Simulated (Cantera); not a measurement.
Input: 1 mol CaCO3, a varied amount of C, 0.16 mol O2, at 1975 K and 1.33 mbar.

These are equilibrium values from Cantera (NASA tables, ideal gas, pure condensed phases), not measurements of a reactor. Candidate condensed phases: C, Ca, CaCO3, CaO; 15 gas species. The numbers say what is thermodynamically allowed, not how fast it happens.

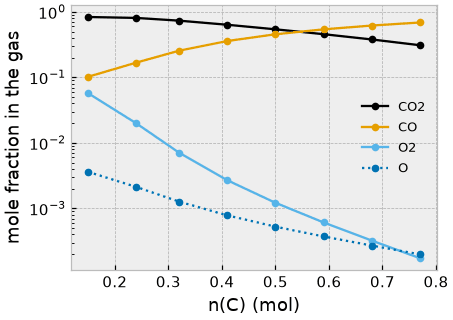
Figure. Equilibrium gas composition (values under 1e-9 drawn at 1e-9)

Problem. Read off the mole fractions at 0.24 mol C.

Solution. CO2 about 0.81, CO about 0.17, O2 about 0.020, O about 0.0021.
